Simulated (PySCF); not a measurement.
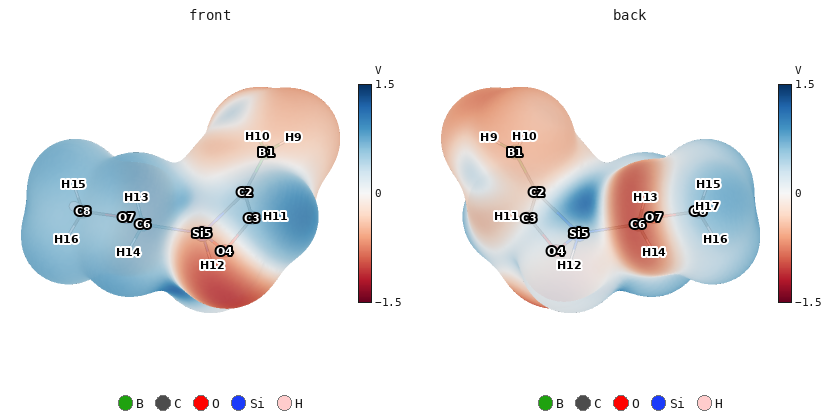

C4H9BO2Si. The electrostatic potential painted on the density surface at 0.001 e/bohr³, seen from the front and from behind; the colour scale runs from red (negative) to blue (positive).

Geometry: GFN2-xTB.

The calculation used PBE0/pcSseg-1, SCF density, gas phase, non-relativistic in PySCF 2.14.0.

The calculation's input:

```
{"job": {"kind": "nmr", "xc": "PBE0", "basis": "pcSseg-1"}, "charge": 0, "multiplicity": 1}
B      2.710098     1.747954     0.288255
C      2.096819     0.381807     0.056713
C      2.575837    -0.859202     0.326772
O      1.678735    -1.783940    -0.073642
Si     0.614558    -0.545065    -0.690316
C     -1.090681    -0.656636     0.137328
O     -1.925841     0.223089    -0.587275
C     -3.252552     0.230673    -0.123661
H      3.730055     1.822876     0.859203
H      2.173188     2.715132    -0.091070
H      3.496091    -1.208970     0.768975
H      0.553174    -0.725564    -2.133260
H     -1.068024    -0.371738     1.198974
H     -1.486822    -1.681439     0.086467
H     -3.304941     0.544886     0.926107
H     -3.710055    -0.762483    -0.216276
H     -3.796634     0.940650    -0.743203
```

Launched as:

```sh
OMP_NUM_THREADS=1 python probes_run.py task.json out
```

### Describe the electrostatic potential map.

The most negative region (about −1.0 V) lies over O4, the most positive (about +1.1 V) over Si5. O4 is the likeliest acceptor of a hydrogen bond.

### How polar is the molecule by this calculation?

Its dipole moment is 2.69 D.
